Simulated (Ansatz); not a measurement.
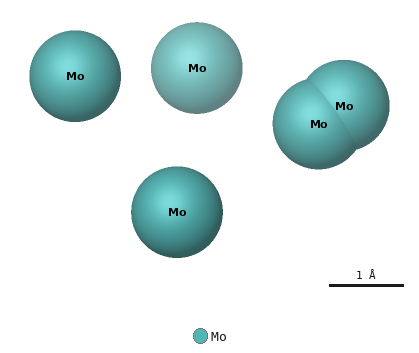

Figure 1. The structure (ball-and-stick view, seen at a tilt). Sticks mark near contacts.

# Single-point calculation, with input and output: Mo5

Mo5, computed with RKS B2GP-PLYP/STO-3G (Ansatz 0.2.0).

Some settings of this run were made unusual or wrong on purpose. The geometry comes from this level: PBE-D4/def2-SVPD.

## The input
```yaml
crystal:
  periodic: [false, false, false]
  atoms:
    - {symbol: Mo, position_ang: [-0.956911, -1.346808, -0.303773]}
    - {symbol: Mo, position_ang: [0.951619, 1.657409, 0.571264]}
    - {symbol: Mo, position_ang: [0.951619, 1.357409, 0.271264]}
    - {symbol: Mo, position_ang: [1.048124, -0.494398, -1.153630]}
    - {symbol: Mo, position_ang: [-1.275336, 0.969774, -0.327513]}
basis:
  gaussian: {orbitals: STO-3G, point_charges: [{charge: 0.50, position_ang: [4.259, -0.459, -0.483]}]}
hamiltonian: {xc: {name: B2GP-PLYP}}
scf: {omitted_lower_state_checks: [starts]}
output: {forces: true}
```

Run as:
```bash
ansatz run in.yaml --threads 4 --pin off --events-out ev --progress --plain --max-ram 4787MiB
```

## The program's output
```
Functional definition: B2GP-PLYP
  name "B2GP-PLYP"
  cite "Karton, Tarnopolsky, Lamère, Schatz & Martin, J. Phys. Chem. A 112, 12868 (2008) doi:10.1021/jp801805p"
  cite "Becke, Phys. Rev. A 38, 3098 (1988) doi:10.1103/PhysRevA.38.3098"
  cite "Lee, Yang & Parr, Phys. Rev. B 37, 785 (1988) doi:10.1103/PhysRevB.37.785"
  parameter a = 0.65
  parameter c = 0.36
  exchange = (1 - a)*b88_x + a*exact_x
  correlation = (1 - c)*lyp_c + c*(mp2_os + mp2_ss)
these checks for a lower state are left out or cut short: starts
1699 factors; integrals over basis functions are off by at most 3.8e-4 eV
mean field evaluation 1: about -530727.9641 eV, gradient 9.6e1 eV
mean field evaluation 2: about -530728.8394 eV, gradient 9.6e1 eV
mean field evaluation 4: about -530700.2500 eV, gradient 1.4e2 eV
mean field evaluation 8: about -530746.1718 eV, gradient 2.8e0 eV
mean field evaluation 16: about -530746.6245 eV, gradient 2.9e-3 eV
mean field -530746.62453824 eV, -19504.5786987974 hartree, gradient 3.0e-6 eV, S^2 0.000000; 0 other end points of the search recorded, 0 dependent functions left out; unrestricted orbitals would lower it
70 core orbitals not correlated: weight in the atoms' cores, before any rotation towards them, 0.991 or more for the frozen orbitals, at most 0.007 for the correlated occupied ones
reference -530746.62464928 eV, -19504.5787028780 hartree; 35, 35 occupied and 30, 30 virtual orbitals, 1699 factors
second order -40.11526457 eV of doubles, -0.00000000 eV of singles
the calculation of the forces begins
Total energy: -530761.06614453 eV, -19505.1094180394 hartree
Atom 0 at    -0.956911    -1.346808    -0.303773 Å, force    12.759187    12.976154    -4.248975 eV/Å
Atom 1 at     0.951619     1.657409     0.571264 Å, force     6.785665 25014.491740 25022.383993 eV/Å
Atom 2 at     0.951619     1.357409     0.271264 Å, force   -19.888951 -25019.953257 -25027.445967 eV/Å
Atom 3 at     1.048124    -0.494398    -1.153630 Å, force   -15.421024    -1.173056     8.255589 eV/Å
Atom 4 at    -1.275336     0.969774    -0.327513 Å, force    15.789819    -6.480556     0.932430 eV/Å
Dipole moment:    -0.863201    -0.538399    -0.497458 e Å
Checks for a lower state left out: starts
```

## What the run reported

| quantity | value |
| --- | --- |
| outcome | converged |
| total energy | −530761.0661 eV |
| mean-field energy | −530746.6246 eV |
| SCF solution under orbital rotations | stable within restricted orbitals |
| largest force (length of the vector) | 35388.861 eV/Å |
| dipole moment | 5.44 D |
| hardware | 4 threads of Intel Xeon @ 2.50GHz, 11 GiB of memory available, shared host |
| wall time | 73 s (CPU time 4.7 min) |
| peak memory | 0.9 GiB |

## Diagnosis

The input was spoiled on purpose: two atoms are placed far too close. The run converged all the same; its numbers are those of the faulty input and shouldn't be used.
